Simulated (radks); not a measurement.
**Polarisabilities and dispersion coefficients of Li, Be⁺, B²⁺ and others**

Aim: static dipole polarisabilities and C6 coefficients, each species in its NIST ground configuration. After each ground state the linear response is solved; its values go to the run's result record, not to the log. Response by self-consistent Sternheimer equations with the Hartree and adiabatic LDA kernel, the relativistic mass of each level held fixed and spin-orbit coupling left out.

Method: scalar-relativistic Kohn-Sham, LB94 model potential, spin-unpolarised, spherical densities, finite nucleus. Code: radks (a radial shooting solver on a logarithmic mesh, Libxc functionals) version 1.

**1. The system**

```
species : Li ([He] 2s1), Be⁺ ([He] 2s1), B²⁺ ([He] 2s1), C³⁺ ([He] 2s1), N⁴⁺ ([He] 2s1), O⁵⁺ ([He] 2s1), F⁶⁺ ([He] 2s1), Ne⁷⁺ ([He] 2s1)
```

In the logs a row gives level, spin channel, occupation and eigenvalue; Etot, Ekin, Encl (electron-nucleus), Eh (Hartree) and Exc are energies, all in hartree; err is the last residual, it the number of iterations.

LB94 adds a gradient term to the LDA potential that gives it a −1/r tail. It is a model potential with no energy functional, so Etot and Exc are not given.

**2. Li, [He] 2s1**

Input:

```text
Z 3
configuration [He] 2s1
relativity scalar-relativistic
functional lda,pw
model_potential LB94
spin unpolarised
nucleus finite rms 2.444 fm
c 137.035999084
response adiabatic LDA kernel
```

The log of the run:

```text
1s      1   2.0000          -2.30288891
2s      1   1.0000          -0.18590671
Etot None
Ekin 7.480918521303086
Encl -17.228377819240546
Eh 4.105480625632374
Exc None
err 7.226576101017096e-10
it 14
```

2s is the highest filled level (-5.059 eV). The response step gives α = 130.5 bohr³ (169.0 without the induced potential) and C6 = 953.4 hartree bohr⁶.

Sizes of the orbitals, from the radial functions (bohr):

| level | occupation | energy (eV) | <r> | outermost maximum (interpolated) | 90 % within | nodes |
| --- | --- | --- | --- | --- | --- | --- |
| 1s | 2 | -62.665 | 0.5742 | 0.364 | 1.03 | 0 |
| 2s | 1 | -5.059 | 3.751 | 2.95 | 6.01 | 1 |

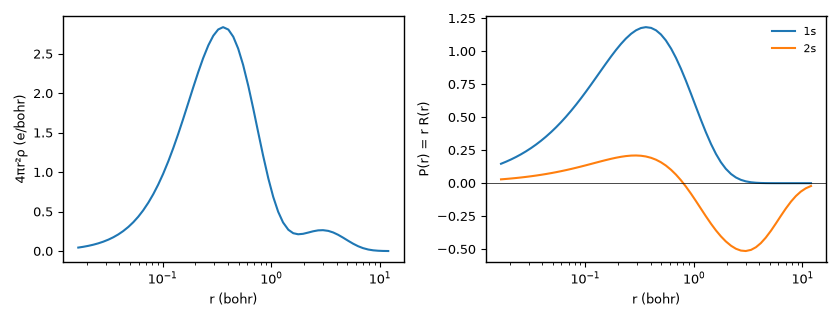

Radial density (left) and radial functions of outer levels (right).

**3. Be⁺, [He] 2s1**

Input:

```text
Z 4
configuration [He] 2s1
relativity scalar-relativistic
functional lda,pw
model_potential LB94
spin unpolarised
nucleus finite rms 2.519 fm
c 137.035999084
response adiabatic LDA kernel
```

The log of the run:

```text
1s      1   2.0000          -4.87874813
2s      1   1.0000          -0.64402173
Etot None
Ekin 14.327233388503396
Encl -31.966811924080663
Eh 5.873837476056021
Exc None
err 4.489297083200964e-10
it 14
```

2s is the highest filled level (-17.525 eV). The response step gives α = 19.91 bohr³ (27.09 without the induced potential) and C6 = 47.84 hartree bohr⁶.

**4. B²⁺, [He] 2s1**

Input:

```text
Z 5
configuration [He] 2s1
relativity scalar-relativistic
functional lda,pw
model_potential LB94
spin unpolarised
nucleus finite rms 2.406 fm
c 137.035999084
response adiabatic LDA kernel
```

The log of the run:

```text
1s      1   2.0000          -8.46012994
2s      1   1.0000          -1.35469892
Etot None
Ekin 23.431443986542035
Encl -51.20696931115638
Eh 7.629013186961293
Exc None
err 2.9738178282759784e-10
it 13
```

Highest occupied level: 2s at -36.863 eV. The response step gives α = 6.488 bohr³ (8.947 without the induced potential) and C6 = 7.668 hartree bohr⁶.

**5. C³⁺, [He] 2s1**

Input:

```text
Z 6
configuration [He] 2s1
relativity scalar-relativistic
functional lda,pw
model_potential LB94
spin unpolarised
nucleus finite rms 2.4702 fm
c 137.035999084
response adiabatic LDA kernel
```

The log of the run:

```text
1s      1   2.0000         -13.04401028
2s      1   1.0000          -2.31608648
Etot None
Ekin 34.79741805869568
Encl -74.96070499354897
Eh 9.38083555550482
Exc None
err 1.1626987704479262e-10
it 13
```

2s is the highest filled level (-63.024 eV). The response step gives α = 2.890 bohr³ (4.006 without the induced potential) and C6 = 2.016 hartree bohr⁶.

**6. N⁴⁺, [He] 2s1**

Input:

```text
Z 7
configuration [He] 2s1
relativity scalar-relativistic
functional lda,pw
model_potential LB94
spin unpolarised
nucleus finite rms 2.5582 fm
c 137.035999084
response adiabatic LDA kernel
```

The log of the run:

```text
1s      1   2.0000         -18.63034598
2s      1   1.0000          -3.52799132
Etot None
Ekin 48.430764450294554
Encl -103.2373042384063
Eh 11.132032933188317
Exc None
err 9.276317154177458e-10
it 13
```

The top filled level is 2s, -96.002 eV. The response step gives α = 1.532 bohr³ (2.127 without the induced potential) and C6 = 0.7012 hartree bohr⁶.

**7. O⁵⁺, [He] 2s1**

Input:

```text
Z 8
configuration [He] 2s1
relativity scalar-relativistic
functional lda,pw
model_potential LB94
spin unpolarised
nucleus finite rms 2.6991 fm
c 137.035999084
response adiabatic LDA kernel
```

The log of the run:

```text
1s      1   2.0000         -25.21985170
2s      1   1.0000          -4.99059139
Etot None
Ekin 64.33823799451795
Encl -136.04651363500557
Eh 12.883719221785828
Exc None
err 5.478265469841301e-10
it 13
```

Highest occupied level: 2s at -135.80 eV. The response step gives α = 0.9069 bohr³ (1.260 without the induced potential) and C6 = 0.2926 hartree bohr⁶.

**8. F⁶⁺, [He] 2s1**

Input:

```text
Z 9
configuration [He] 2s1
relativity scalar-relativistic
functional lda,pw
model_potential LB94
spin unpolarised
nucleus finite rms 2.8976 fm
c 137.035999084
response adiabatic LDA kernel
```

The log of the run:

```text
1s      1   2.0000         -32.81357147
2s      1   1.0000          -6.70419939
Etot None
Ekin 82.52768512728744
Encl -173.39921442366966
Eh 14.636497818712275
Exc None
err 3.211793443670313e-10
it 13
```

The top filled level is 2s, -182.43 eV. The response step gives α = 0.5800 bohr³ (0.8060 without the induced potential) and C6 = 0.1387 hartree bohr⁶.

**9. Ne⁷⁺, [He] 2s1**

Input:

```text
Z 10
configuration [He] 2s1
relativity scalar-relativistic
functional lda,pw
model_potential LB94
spin unpolarised
nucleus finite rms 3.0055 fm
c 137.035999084
response adiabatic LDA kernel
```

The log of the run:

```text
1s      1   2.0000         -41.41276800
2s      1   1.0000          -8.66920311
Etot None
Ekin 103.00806091664727
Encl -215.30765007360304
Eh 16.39077490805782
Exc None
err 2.0122990796454108e-10
it 13
```

Highest occupied level: 2s at -235.90 eV. The response step gives α = 0.3926 bohr³ (0.5451 without the induced potential) and C6 = 0.07226 hartree bohr⁶.

**10. All runs together**

| species | −ε(HOMO) (eV) | α (bohr³) | α uncoupled (bohr³) | C6 (hartree bohr⁶) | C8 (hartree bohr⁸) | recommended α (bohr³) |
| --- | --- | --- | --- | --- | --- | --- |
| Li | 5.059 | 130.5 | 169.0 | 953.4 | 78425 | 164.113 |
| Be⁺ | 17.525 | 19.91 | 27.09 | 47.84 | 1056 | - |
| B²⁺ | 36.863 | 6.488 | 8.947 | 7.668 | 73.13 | - |
| C³⁺ | 63.024 | 2.890 | 4.006 | 2.016 | 10.23 | - |
| N⁴⁺ | 96.002 | 1.532 | 2.127 | 0.7012 | 2.139 | - |
| O⁵⁺ | 135.80 | 0.9069 | 1.260 | 0.2926 | 0.5809 | - |
| F⁶⁺ | 182.43 | 0.5800 | 0.8060 | 0.1387 | 0.1899 | - |
| Ne⁷⁺ | 235.90 | 0.3926 | 0.5451 | 0.07226 | 0.07133 | - |

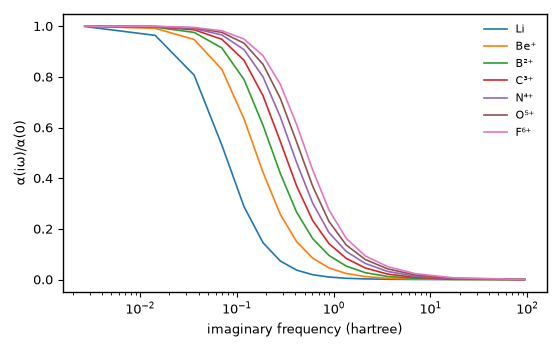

Polarisability at imaginary frequency, each scaled by its static value.

Uncoupled leaves out the potential induced by the response; C6 and C8 are for like pairs. Li is the most polarisable and Ne⁷⁺ the least, a factor 332 apart. For the pair Li–Ne⁷⁺ the Casimir-Polder integral gives C6 = 5.232, the rule 2·Ca·Cb/(Ca·αb/αa + Cb·αa/αb) on the like-pair values 5.126. Against the recommended values (Schwerdtfeger and Nagle, 2023 table) the misses are Li -21 %. C8 is given only where no p, d or f shell is open.
